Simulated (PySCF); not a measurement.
# C2H12N2OSi3: what the fields show

The calculation's input:

```
{"job": {"kind": "nmr", "xc": "PBE0", "basis": "pcSseg-1"}, "charge": 0, "multiplicity": 1}
C      2.930589     0.385861    -0.346314
N      1.617625    -0.057779     0.009026
C      0.602893    -0.069478    -1.038904
Si    -0.830171    -0.744431     0.051640
N     -1.547758    -2.145991    -0.658675
O     -2.109872     0.244718     0.240727
Si    -2.866436     1.669659     0.323873
Si     0.937004    -0.538299     1.517907
H      2.912791     1.408489    -0.744660
H      3.569398     0.366545     0.534181
H      3.372818    -0.264164    -1.112209
H      0.452140     0.936983    -1.446668
H      0.915244    -0.709318    -1.871092
H     -0.962223    -2.939915    -0.857369
H     -2.439722    -2.446684    -0.300741
H     -1.928966     2.750660     0.020317
H     -3.360179     1.767101     1.697553
H     -3.948018     1.605571    -0.657043
H      1.638906    -1.712688     2.075772
H      1.038789     0.503837     2.559645
```

Launched as:

```sh
OMP_NUM_THREADS=1 python probes_run.py task.json out
```

Geometry: GFN2-xTB.

These are results of PBE0/pcSseg-1, SCF density, gas phase, non-relativistic in PySCF 2.14.0, not measurements.

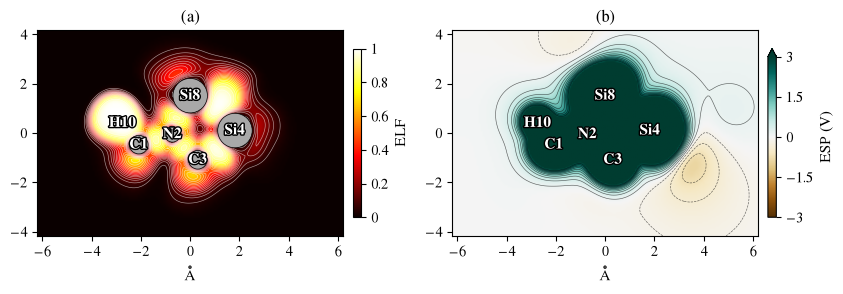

Figure 1. (a) ELF; (b) molecular electrostatic potential on the plane of atoms C3, N2 and Si8. Grey discs cover the atomic cores in the ELF map.

Read the bonding off the picture.

Answer. The section cuts through C, N, Si and H sites.
C–N (1.43 Å): the ELF peaks at about 0.90 between the atoms (a shared electron pair).
Si–N (1.72 Å): the ELF peaks at about 0.90 between the atoms (a polar covalent bond).
C–Si (1.92 Å): the ELF peaks at about 0.95 between the atoms: a covalent bond.
Si–Si (2.31 Å): the ELF peaks at about 0.95 between the atoms (localised, covalent bonding).
C–H (1.09 Å): the ELF climbs to about 1 towards the hydrogen, as it does in any bond to H; an ordinary covalent bond to hydrogen.
Outside the dense part of the molecule the potential is most negative (−0.9 V) near N5, which lies off the plane.

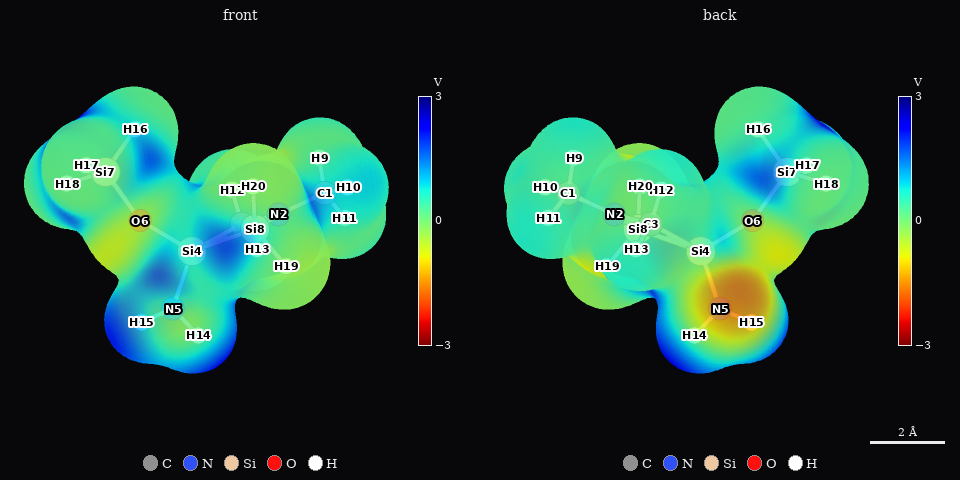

Figure 2. The electrostatic potential painted on the density surface at 0.004 e/bohr³, seen from the front and from behind; the colour scale runs from red (negative) to blue (positive).

Which sites attract a positive test charge, and which a negative one?

Answer. A positive charge is drawn to the negative regions and a negative charge to the positive ones. The most negative region (about −1.6 V) lies over N5, the most positive (about +2.2 V) over Si7 and H14. N5 is the likeliest acceptor of a hydrogen bond.
